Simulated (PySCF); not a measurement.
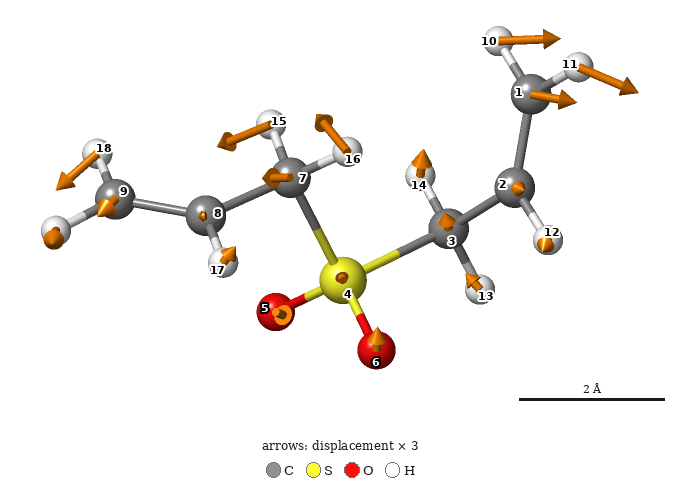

This is a relaxation of C6H10O2S. The starting structure is drawn; orange arrows show the displacements, magnified 3 times. The two geometries are superimposed by the best rigid fit.

A ball-and-stick model, seen at a tilt.

The start comes from GFN2-xTB.

All numbers below come from PBE0-D3(BJ)/def2-SVP geometry optimisation, gas phase in PySCF 2.14.0, density-fitted response routines. 

Question: Atoms of which element are displaced furthest, and by how much?

Answer: Hydrogen: up to 0.34 Å, against 0.22 Å for carbon.

Question: What happened in the run?

Answer: An H atom moves most after the best rigid fit: 0.34 Å. Largest moves by element: H 0.34 Å, C 0.22 Å, O 0.15 Å, S 0.06 Å. Near-neighbour distances that change, for instance: C–S 1.845 → 1.810 Å, O–S 1.436 → 1.458 Å, C–H 1.076 → 1.093 Å, C–H 1.087 → 1.103 Å. Among the angles between lasting bonds that change: C–C–S 108.7° → 112.3°, S–C–H 104.3° → 101.1°, O–S–O 117.8° → 120.7°. The energy falls by 0.169 eV in 8 geometry steps. The largest force component goes from 1.4 to 0.022 eV/Å.
